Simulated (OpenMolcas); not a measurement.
## P2H2: single-point calculation

The run: single-point calculation of P2H2 (phosphanylidenephosphane), SMILES P=P. Method and program: CASSCF/STO-3G (OpenMolcas 26.06).

The geometry comes from this level: GFN2-xTB.

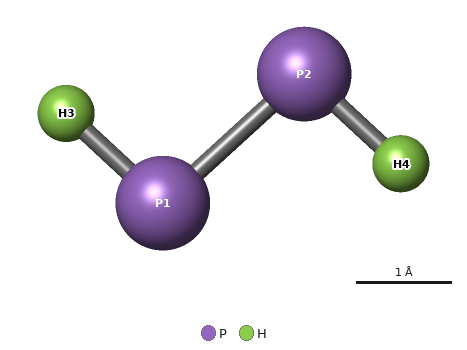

The structure as given in the input (ball-and-stick view, seen at a tilt; atoms are numbered from 1 in the order of the input). Bond lengths as drawn: H–P 1.40 Å and P–P 2.02 Å.

## Key numbers

```json
{"quantity": "outcome", "value": "converged"}
{"quantity": "total energy", "value": "−674.973132 hartree"}
{"quantity": "CASSCF energy", "value": "−674.973132 hartree"}
{"quantity": "basis functions", "value": "20"}
{"quantity": "hardware", "value": "1 thread of AMD EPYC (Zen 5), 64 GiB of memory available, shared host"}
{"quantity": "wall time", "value": "1.3 s"}
{"quantity": "peak memory", "value": "0.37 GiB"}
```

## The input
```
>>> EXPORT MOLCAS_PRINT=2

&GATEWAY
  BasLib = $CurrDir
  Coord
  4
  angstrom
  P       -0.024370      -1.003630       0.088350
  P        0.024420       1.003540      -0.088260
  H        1.037260      -1.067570       1.003320
  H       -1.037310       1.067660      -1.003410
  Basis = STO-3G
  Group = NoSym

&SEWARD

&RASSCF
  FileOrb = $CurrDir/step1.UnaOrb
  Spin = 1
  Nactel = 2 0 0
  Inactive = 15
  Ras2 = 2
  OrbListing = Nothing
  OrbAppear = Compact
```

Run as:
```bash
export MOLCAS_MEM=1860
pymolcas step2.input > step2.log
```

## What the program printed
```
--- Start Module: gateway ---

                                              &GATEWAY

                       available to each process: 1.9 GB of memory, 1 thread

 Basis Set     1 Label: P.STO-3G
 Basis set is read from library:.
 basistype.tbl is not found

 Basis Set     2 Label: H.STO-3G
 Basis set is read from library:.
 basistype.tbl is not found

++    Symmetry information:
      ---------------------

                    Character Table for C1

                             E
                    a        1  x, y, xy, Rz, z, xz, Ry, yz, Rx, I
--

++    Basis set information:
      ----------------------

      Basis set label: P.STO-3G.........

      Electronic valence basis set:
      ------------------
      Associated Effective Charge  15.000000 au
      Associated Actual Charge     15.000000 au
      Nuclear Model: Point charge

      Shell  nPrim  nBasis  Cartesian Spherical Contaminant
         s       9       3        X
         p       6       2        X

      Basis set label: H.STO-3G.........

      Electronic valence basis set:
      ------------------
      Associated Effective Charge   1.000000 au
      Associated Actual Charge      1.000000 au
      Nuclear Model: Point charge

      Shell  nPrim  nBasis  Cartesian Spherical Contaminant
         s       3       1        X
--

++    Molecular structure info:
      -------------------------

                    ************************************************
                    **** Cartesian Coordinates / bohr, angstrom ****
                    ************************************************

     Center  Label                x              y              z                     x              y              z
        1      P1              -0.046053      -1.896586       0.166957             -0.024370      -1.003630       0.088350
        2      P2               0.046147       1.896416      -0.166787              0.024420       1.003540      -0.088260
        3      H3               1.960137      -2.017415       1.896000              1.037260      -1.067570       1.003320
        4      H4              -1.960232       2.017585      -1.896170             -1.037310       1.067660      -1.003410

                    ***************************************
                    *    InterNuclear Distances / bohr    *
                    ***************************************

               1 P1            2 P2            3 H3            4 H4
    1 P1       0.000000
    2 P2       3.808772        0.000000
    3 H3       2.651224        4.820427        0.000000
    4 H4       4.820924        2.651604        6.784620        0.000000

                    *******************************************
                    *    InterNuclear Distances / angstrom    *
                    *******************************************

               1 P1            2 P2            3 H3            4 H4
    1 P1       0.000000
    2 P2       2.015516        0.000000
    3 H3       1.402967        2.550860        0.000000
    4 H4       2.551123        1.403168        3.590266        0.000000
--

            Nuclear Potential Energy             76.75945648 au

--- Stop Module: gateway /rc=_RC_ALL_IS_WELL_ ---

--- Start Module: seward ---

                                              &SEWARD

                       available to each process: 1.9 GB of memory, 1 thread

               SEWARD will generate:
                  Multipole Moment integrals up to order  2
                  Kinetic Energy integrals
                  Nuclear Attraction integrals (point charge)
                  One-Electron Hamiltonian integrals
                  Velocity integrals
                  Orbital angular momentum around (  0.0000  -0.0001   0.0001 )
                  Velocity quadrupole around (  0.0000  -0.0001   0.0001 )
                  Two-Electron Repulsion integrals

                   Integrals are discarded if absolute value <: 1.00E-14
                   Integral cutoff threshold is set to       <: 1.00E-16

            Nuclear Potential Energy             76.75945648 au

      Basis set specifications :
      Symmetry species         a
      Basis functions           20

--- Stop Module: seward /rc=_RC_ALL_IS_WELL_ ---

--- Start Module: rasscf ---

                                              &RASSCF

                       available to each process: 1.9 GB of memory, 1 thread

      Header of the ONEINT file:
      --------------------------

      OrdInt status: non-squared

      Cartesian coordinates in angstrom:
      -----------------------------------------------------
      No.  Label        X            Y            Z
      -----------------------------------------------------
       1   P1        -0.02437000  -1.00363000   0.08835000
       2   P2         0.02442000   1.00354000  -0.08826000
       3   H3         1.03726000  -1.06757000   1.00332000
       4   H4        -1.03731000   1.06766000  -1.00341000
      -----------------------------------------------------
      Nuclear repulsion energy =   76.75945648

++    Wave function specifications:
      -----------------------------

      Number of closed shell electrons          30
      Number of electrons in active shells       2
      Max number of holes in RAS1 space          0
      Max nr of electrons in RAS3 space          0
      Number of inactive orbitals               15
      Number of active orbitals                  2
      Number of secondary orbitals               3
      Spin quantum number                      0.0
      State symmetry                             1
--

++    Orbital specifications:
      -----------------------

      Symmetry species                           1
                                                 a
      Frozen orbitals                            0
      Inactive orbitals                         15
      Active orbitals                            2
      RAS1 orbitals                              0
      RAS2 orbitals                              2
      RAS3 orbitals                              0
      Secondary orbitals                         3
      Deleted orbitals                           0
      Number of basis functions                 20
--

++    CI expansion specifications:
      ----------------------------

      Number of CSFs                             3
      Number of spin combinations                3
      Number of determinants                     4
      Number of root(s) required                 1
      Root chosen for geometry opt.              1
      CI root used                               1

      highest root included in the CI            1
      max. size of the explicit Hamiltonian      3
--

++    Optimization specifications:
      ----------------------------

      RASSCF algorithm: Conventional
      Maximum number of macro iterations       200
      Maximum number of SX iterations          100
      Threshold for RASSCF energy            1.000E-08
      Threshold for max MO rotation          1.000E-01
      Threshold for max BLB element          1.000E-04
      Level shift parameter                  5.000E-01
      Make Quasi-Newton update
--

      The MO-coefficients are taken from the file:
      step1.UnaOrb
      Title:UHF natural orbitals

      Total molecular charge    0.00

      ************************************************************************************************************************
      *                                            Wave function control section                                             *
      ************************************************************************************************************************

                                         RASSCF iterations: Energy and convergence statistics
                                         ----------------------------------------------------

          iter iter root      energy       change     param      element    value   shift minimum  type update hh:mm:ss
 Nr of preliminary CI iterations:   1
        1   1    6    1  -674.97311661    0.00E+00   1.32E-03   13  18 1  2.16E-03*  0.08   0.00    SX    NO    0:00:00
        2   1    5    1  -674.97313096   -1.43E-05* -3.03E-04   11  18 1 -5.93E-04*  0.08   0.00    SX    NO    0:00:00
        3   1    5    1  -674.97313170   -7.37E-07* -9.39E-05   11  18 1 -1.83E-04*  0.08   0.00    SX    NO    0:00:00
        4   1    4    1  -674.97313176   -6.02E-08* -3.01E-05   11  18 1 -5.82E-05   0.08   0.00    SX    NO    0:00:00
        5   1    4    1  -674.97313177   -5.77E-09  -1.48E-05   11  18 1 -1.91E-05   0.08   1.47    QN   YES    0:00:00
      Convergence after  5 iterations
        6   1    4    1  -674.97313177   -7.06E-10  -1.48E-05   13  18 1 -1.94E-06   0.08   1.47    QN   YES    0:00:00

      ************************************************************************************************************************
                                                      Wave function printout:
                       occupation of active orbitals, and spin coupling of open shells (u,d: Spin up or down)
      ************************************************************************************************************************

      Note: transformation to natural orbitals
      has been made, which may change the order of the CSFs.

      printout of CI-coefficients larger than  0.05 for root  1
      energy=    -674.973132
      conf/sym  11     Coeff  Weight
             1  20  -0.93718 0.87831
             3  02   0.34884 0.12169

      Natural orbitals and occupation numbers for root  1
      sym 1:   1.756624   0.243376

      ************************************************************************************************************************
      *                                                    Final results                                                     *
      ************************************************************************************************************************

++    Final optimization conditions:
      ------------------------------

      Average CI energy                            -674.97313177
      RASSCF energy for state  1                   -674.97313177
      Super-CI energy                                -0.00000000
      RASSCF energy change                           -0.00000000
      Max change in MO coefficients               1.506E-05
      Max non-diagonal density matrix element    -1.485E-05
      Maximum BLB matrix element                 -1.942E-06
      (orbital pair  13,  18 in symmetry   1)
      Norm of electronic gradient            2.457E-06
--

      Final state energy(ies):
      ------------------------

::    RASSCF root number  1 Total energy:   -674.97313177
      Von Neumann Entropy (Root   1) =  0.53419

      Mulliken population analysis for root number:  1
      -----------------------------------------------

++    Molecular charges:
      ------------------

      Mulliken charges per centre
      ---------------------------

                P1      P2      H3      H4
      Total   14.8656 14.8656  1.1344  1.1344

      N-E      0.1344  0.1344 -0.1344 -0.1344

      Total electronic charge=   32.000000

      Total            charge=   -0.000000
--

      Expectation values of various properties for root number:  1
      -----------------------------------------------------------

++    Molecular properties:
      ---------------------

      Charge (e):
                      =   -0.0000
      Dipole Moment (debye):
      Origin of the operator (angstrom)=    0.0000   -0.0000    0.0000
                   X=  1.2405E-04               Y= -7.9565E-05               Z=  1.0126E-04           Total=  1.7881E-04
      Quadrupole Moment (debye*angstrom):
      Origin of the operator (angstrom)=    0.0000   -0.0000    0.0000
                  XX= -2.3374E+01              XY= -1.1050E+00              XZ= -1.0750E+00              YY= -2.6260E+01
                  YZ= -4.7920E-01              ZZ= -2.2844E+01
      In traceless form (debye*angstrom)
                  XX=  1.1779E+00              XY= -1.6575E+00              XZ= -1.6125E+00              YY= -3.1508E+00
                  YZ= -7.1880E-01              ZZ=  1.9729E+00
--

      Average orbitals are written to the RASORB file
      Natural orbitals for root   1 are written to the RASORB.1 file
      Spin density orbitals for root   1 are written to the SPDORB.1 file

--- Stop Module: rasscf /rc=_RC_ALL_IS_WELL_ ---

.##################.
.# Happy landing! #.
.##################.

    Timing: Wall=1.12 User=0.81 System=0.22
```
